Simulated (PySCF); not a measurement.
**C$_{5}$H$_{11}$ClO$_{3}$Si: density, localisation and related maps**

Input file:

```
{"job": {"kind": "nmr", "xc": "PBE0", "basis": "pcSseg-1"}, "charge": 0, "multiplicity": 1}
C     -3.152429    -0.040647    -0.761020
C     -2.233582    -0.223503     0.441993
O     -0.966499    -0.779502     0.094328
C     -0.039381     0.120369    -0.403820
C      1.149792    -0.708896    -0.915835
O      2.310780     0.048559    -1.083146
C      3.005805     0.297296     0.139744
Si     1.745877     0.982420     1.407826
Cl     2.042863     2.878482     1.941868
O      0.350057     1.034936     0.584576
H     -4.129840     0.290242    -0.421026
H     -3.261396    -0.983337    -1.291237
H     -2.756129     0.701989    -1.449423
H     -2.084372     0.728010     0.964174
H     -2.664893    -0.946670     1.138125
H     -0.455561     0.735350    -1.217740
H      1.307410    -1.531511    -0.205241
H      0.893798    -1.125079    -1.891803
H      3.798736     0.997785    -0.125686
H      3.482925    -0.634199     0.473897
H      1.647120     0.115890     2.578976
```

Command:

```sh
OMP_NUM_THREADS=1 python probes_run.py task.json out
```

Geometry: GFN2-xTB.

Theory: PBE0/pcSseg-1, SCF density, gas phase, non-relativistic in PySCF.

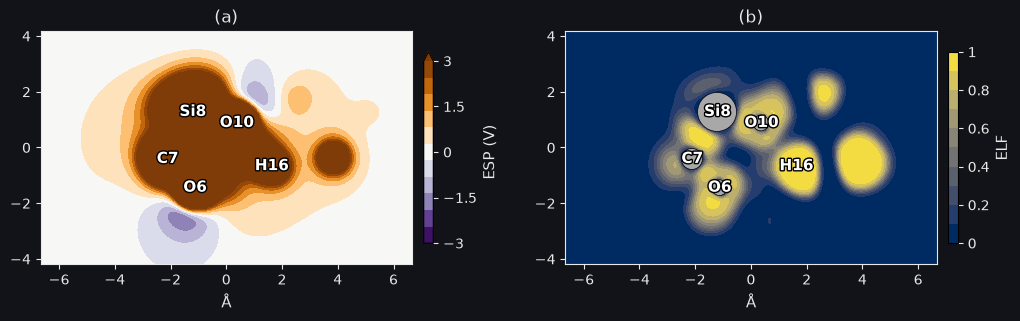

Figure 1. (a) electrostatic potential; (b) ELF on the plane of atoms C7, Si8 and O10. Grey discs cover the atomic cores in the ELF map.

### What do the fields say about this system?

- Atoms in the plane: O, C, Si and H.
- Si–O (1.62 Å): the ELF peaks at about 0.85 between the atoms, as expected for a short, strongly polar bond.
- C–Si (1.91 Å): the ELF peaks at about 1 between the atoms, as expected for localised, covalent bonding.
- C–O (1.43 Å): the ELF peaks at about 0.90 between the atoms: a polar covalent bond.
- The ELF also peaks beside O6 and O10, away from the bonds: lone-pair regions.
- Outside the dense part of the molecule the potential is most negative (−1.8 V) near O6.

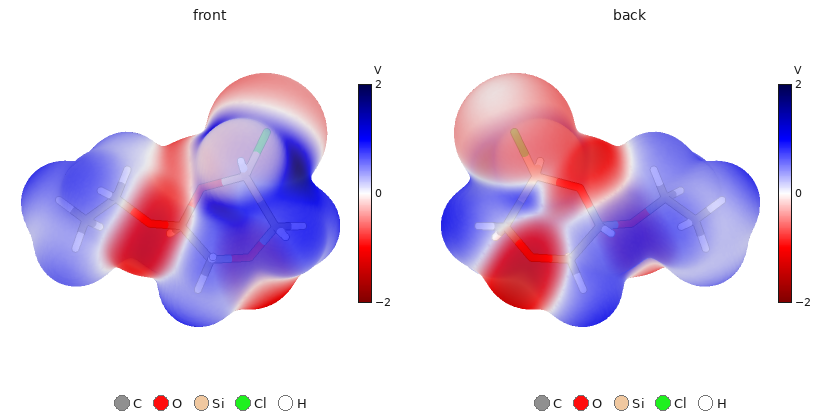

Figure 2. The electrostatic potential painted on the density surface at 0.002 e/bohr³, seen from the front and from behind; red is negative and blue positive.

### Describe the electrostatic potential map.

The most negative region (about −1.4 V) lies over O6, the most positive (about +1.6 V) over Si8. O6 is the likeliest acceptor of a hydrogen bond.

### How polar is the molecule by this calculation?

Its dipole moment is 1.49 D.
